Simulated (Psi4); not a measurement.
**OH− (hydroxide): levels of theory compared**

We compute a comparison of 6 runs (CAM-B3LYP/aug-cc-pVTZ, M06-2X/aug-cc-pVTZ, r2SCAN/aug-cc-pVTZ, wB97M-V/aug-cc-pVTZ, wB97X/aug-cc-pVTZ, CCSD(T)/aug-cc-pVTZ) of OH− (hydroxide). 

Program for the calculation: Psi4 1.11.

2 further runs of the same task are left out: 2 set aside as unsound or not needed.

### 1 Starting point

OH− has 2 atoms, charge -1, and is taken as a singlet. As SMILES, `[OH-]`. The O1–H2 distance was set to 1.445 Å, away from the relaxed value.

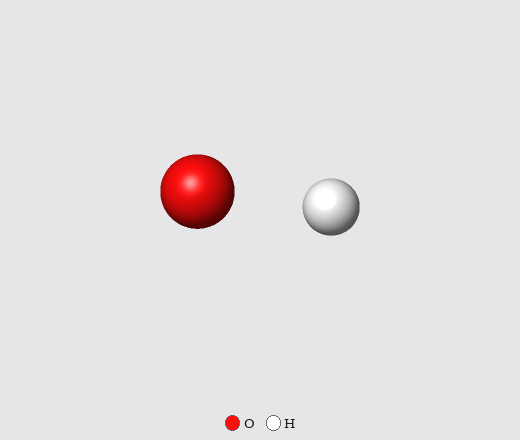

Viewed from a chosen angle; oxygen red, hydrogen white.

### 2 The energy at CAM-B3LYP/aug-cc-pVTZ (run 1)

The input, input.inp:

```
memory 1.6 GB

molecule mol {
  -1 1
  O
  H 1 1.445301
  symmetry c1
  no_reorient
  no_com
}

set {
  puream true
  e_convergence 1e-09
  d_convergence 1e-08
  scf_type pk
  dft_radial_points 99
  dft_spherical_points 590
}

E, wfn = energy("cam-b3lyp/aug-cc-pVTZ", return_wfn=True)
oeprop(wfn, "MULLIKEN_CHARGES", "WIBERG_LOWDIN_INDICES", "MAYER_INDICES", title="CAM-B3LYP")
```

Launch:

```bash
psi4 -n 1 input.inp input.out
```

input.out:

```text
[...]
  Running in c1 symmetry.
[...]
  Nuclear repulsion =    2.929090677554364
[...]
  Multiplicity = 1
[...]
  Nalpha       = 5
  Nbeta        = 5
[...]
    Number of basis functions: 69
[...]
   @RKS iter   1:   -75.29528810263207   -2.39158e-01   1.40832e-02 ADIIS/DIIS
[...]
   @RKS iter  12:   -75.72662449669781   -8.83915e-12   1.05364e-09 DIIS
[...]
    Orbital Energies [Eh]
    ---------------------
    Doubly Occupied:
       1A    -18.900854     2A     -0.631242     3A     -0.126278
       4A     -0.039313     5A     -0.039313
[...]
  @RKS Final Energy:   -75.72662449669781
   => Energetics <=
    Nuclear Repulsion Energy =              2.9290906775543641
    One-Electron Energy =                -113.3441347112847239
    Two-Electron Energy =                  41.2397178546702534
    DFT Exchange-Correlation Energy =      -6.5512983176377126
    Empirical Dispersion Energy =           0.0000000000000000
    VV10 Nonlocal Energy =                  0.0000000000000000
    Total Energy =                        -75.7266244966978235
[...]
 Multipole Moments:
 ------------------------------------------------------------------------------------
     Multipole            Electronic (a.u.)      Nuclear  (a.u.)        Total (a.u.)
 ------------------------------------------------------------------------------------
 L = 1.  Multiply by 2.5417464519 to convert [e a0] to [Debye]
 Dipole X            :         -0.0000000            0.0000000           -0.0000000
 Dipole Y            :          0.0000000            0.0000000            0.0000000
 Dipole Z            :         -1.2119132            1.2742017            0.0622885
 Magnitude           :                                                    0.0622885
[...]
  Mulliken Charges: (a.u.)
   Center  Symbol    Alpha    Beta     Spin     Total
       1     O     4.51749  4.51749  0.00000 -1.03497
       2     H     0.48251  0.48251  0.00000  0.03497
   Total alpha =  5.00000, Total beta =  5.00000, Total charge = -1.00000
  Mayer Bond Indices:
[...]
```

Run time: 4.2 s. Hardware: 1 thread of Intel Xeon 6975P-C (Granite Rapids), shared host; peak memory 0.52 GiB.

### 3 Energy and forces at M06-2X/aug-cc-pVTZ (run 2)

The input, ho.py:

```python
import psi4

psi4.set_memory('1600 MB')
psi4.set_num_threads(1)
psi4.core.set_output_file('run.log', False)

molecule = psi4.geometry("""
-1 1
O
H 1 1.445301
symmetry c1
""")

psi4.set_options({
    'basis': 'aug-cc-pVTZ',
    'reference': 'rks',
    'puream': True,
    'e_convergence': 1e-09,
    'd_convergence': 1e-08,
    'scf_type': 'pk',
    'dft_radial_points': 99,
    'dft_spherical_points': 590,
})

E, wfn = psi4.gradient("M06-2X", molecule=molecule, return_wfn=True)
psi4.oeprop(wfn, "MAYER_INDICES", "QUADRUPOLE", "WIBERG_LOWDIN_INDICES", title="M06-2X")
print('gradient / Eh bohr^-1')
print(E.np.round(6))
print(f'energy = {wfn.energy():.10f} Eh')
```

Launch:

```bash
python ho.py
```

run.log:

```text
[...]
  Running in c1 symmetry.
[...]
  Nuclear repulsion =    2.929090677554364
[...]
  Multiplicity = 1
[...]
  Nalpha       = 5
  Nbeta        = 5
[...]
    Number of basis functions: 69
[...]
   @RKS iter   1:   -75.34049345074288   -3.14687e-01   1.25835e-02 DIIS/ADIIS
[...]
   @RKS iter  12:   -75.71129731313562   -2.77112e-12   2.93718e-09 DIIS
[...]
    Orbital Energies [Eh]
    ---------------------
    Doubly Occupied:
       1A    -19.316612     2A     -0.664644     3A     -0.112607
       4A     -0.039631     5A     -0.039631
[...]
  @RKS Final Energy:   -75.71129731313562
   => Energetics <=
    Nuclear Repulsion Energy =              2.9290906775543641
    One-Electron Energy =                -113.3657835611647045
    Two-Electron Energy =                  39.0505517413981096
    DFT Exchange-Correlation Energy =      -4.3251561709233943
    Empirical Dispersion Energy =           0.0000000000000000
    VV10 Nonlocal Energy =                  0.0000000000000000
    Total Energy =                        -75.7112973131356171
[...]
  -Total Gradient:
     Atom            X                  Y                   Z
    ------   -----------------  -----------------  -----------------
       1       -0.000000000000    -0.000000000000    -0.111126685734
       2        0.000000000000     0.000000000000     0.111126134169
[...]
 Multipole Moments:
 ------------------------------------------------------------------------------------
     Multipole            Electronic (a.u.)      Nuclear  (a.u.)        Total (a.u.)
 ------------------------------------------------------------------------------------
 L = 1.  Multiply by 2.5417464519 to convert [e a0] to [Debye]
 Dipole X            :          0.0000000            0.0000000            0.0000000
 Dipole Y            :          0.0000000            0.0000000            0.0000000
 Dipole Z            :         -1.2173052            1.2742017            0.0568965
 Magnitude           :                                                    0.0568965
 L = 2.  Multiply by 1.3450342976 to convert [e a0^2] to [Debye ang]
 Quadrupole XX       :         -8.0309549            0.0000000           -8.0309549
 Quadrupole XY       :          0.0000000            0.0000000            0.0000000
[...]
```

Standard output:

```text
gradient / Eh bohr^-1
[[-0.       -0.       -0.111127]
 [ 0.        0.        0.111126]]
energy = -75.7112973131 Eh
```

Run time: 6.6 s. Hardware: 1 thread of Intel Xeon 6975P-C (Granite Rapids), shared host; peak memory 0.83 GiB.

Runs 3 to 5 aren't shown in full; the table further down has their settings and results.

### 4 A single-point energy at CCSD(T)/aug-cc-pVTZ (run 6)

The input, ho.xyz:

```xyz
2
HO
O      0.823580    -0.263594     0.424990
H     -0.411800     0.131800    -0.212500
```

The input, ho_ase.py:

```python
import numpy as np
from ase.calculators.psi4 import Psi4
from ase.io import read

a = read('ho.xyz')
calc = Psi4(atoms=a, method='ccsd(t)', basis='aug-cc-pVTZ', memory='1600MB', num_threads=1, charge=-1, multiplicity=1, label='calc')
calc.psi4.set_options({'puream': True, 'e_convergence': 1e-09, 'd_convergence': 1e-08, 'scf_type': 'pk', 'num_frozen_docc': 1})
a.calc = calc

print(f'energy: {a.get_potential_energy():.6f} eV')
```

Launch:

```bash
python ho_ase.py
```

calc.dat:

```text
[...]
  Running in c1 symmetry.
[...]
  Nuclear repulsion =    2.929091603626577
[...]
  Multiplicity = 1
[...]
  Nalpha       = 5
  Nbeta        = 5
[...]
    Number of basis functions: 69
[...]
   @RHF iter   1:   -75.01309188381778   -5.91066e-01   1.08697e-02 ADIIS/DIIS
[...]
   @RHF iter  13:   -75.31849094794103   -7.53175e-13   8.81724e-10 DIIS
[...]
    Orbital Energies [Eh]
    ---------------------
    Doubly Occupied:
       1A    -20.262426     2A     -0.865568     3A     -0.156727
       4A     -0.148647     5A     -0.148647
[...]
  @RHF Final Energy:   -75.31849094794103
   => Energetics <=
    Nuclear Repulsion Energy =              2.9290916036265768
    One-Electron Energy =                -113.3311325500172586
    Two-Electron Energy =                  35.0835499984496622
    Total Energy =                        -75.3184909479410294
[...]
 Multipole Moments:
 ------------------------------------------------------------------------------------
     Multipole            Electronic (a.u.)      Nuclear  (a.u.)        Total (a.u.)
 ------------------------------------------------------------------------------------
 L = 1.  Multiply by 2.5417464519 to convert [e a0] to [Debye]
 Dipole X            :          1.2302638           -1.0891318            0.1411319
 Dipole Y            :         -0.3937565            0.3485860           -0.0451705
 Dipole Z            :          0.6348499           -0.5620219            0.0728280
 Magnitude           :                                                    0.1651136
[...]
      * MP2 total energy                      =  -75.614149980518249
[...]
      * CCSD total energy                     =  -75.618962114344598
[...]
      * CCSD(T) total energy                  =  -75.634479802965188
```

The script printed:

```text
energy: -2058.119027 eV
```

It took 5.1 s on 1 thread of Intel Xeon 6975P-C (Granite Rapids), shared host; peak memory 0.46 GiB.

### 5 Overview of the runs

```
run                  level      task  frozen core orbitals  energy (Eh)  HOMO energy (eV)  LUMO energy (eV)  HOMO–LUMO gap (eV)  wall time
  1  CAM-B3LYP/aug-cc-pVTZ    energy                     0   -75.726624             -1.07              4.26                5.33      4.2 s
  2     M06-2X/aug-cc-pVTZ  gradient                     0   -75.711297             -1.08              3.97                5.05      6.6 s
  3     r2SCAN/aug-cc-pVTZ  gradient                     0   -75.710267              1.76              3.82                2.05      7.2 s
  4    wB97M-V/aug-cc-pVTZ    energy                     0   -75.722072             -2.05              4.38                6.43       11 s
  5      wB97X/aug-cc-pVTZ  gradient                     0   -75.723903             -2.13              5.04                7.17      5.7 s
  6    CCSD(T)/aug-cc-pVTZ    energy                     1   -75.634480             -4.04              4.97                9.02      5.1 s
```

### 6 What came out

| quantity | value |
| --- | --- |
| run 6: total energy | -75.63448 Eh |
| run 6: HOMO energy (Hartree–Fock orbitals) | -4.04 eV |
| run 6: LUMO energy (Hartree–Fock orbitals) | 4.97 eV |
| run 6: HOMO–LUMO gap (to an unbound level, set by the basis) | 9.02 eV |
| run 6: correlation energy (1 core orbital frozen) | -316.0 mEh |
| run 6: (T) correction | -15.52 mEh |
| run 6: T1 diagnostic | 0.044 |

Over runs 1, 2, 3, 4, 5 the HOMO–LUMO gap runs from 2.05 eV (r2SCAN/aug-cc-pVTZ) to 7.17 eV (wB97X/aug-cc-pVTZ). The empty levels of an anion lie above zero and hang on the basis. Totals of different functionals can't be ranked against each other. In run 3 the HOMO lies above zero, so the outermost electron may be held by the basis alone. In run 6 the T1 diagnostic is large, so a single reference may not serve. All runs together took 40 s, the longest 11 s.
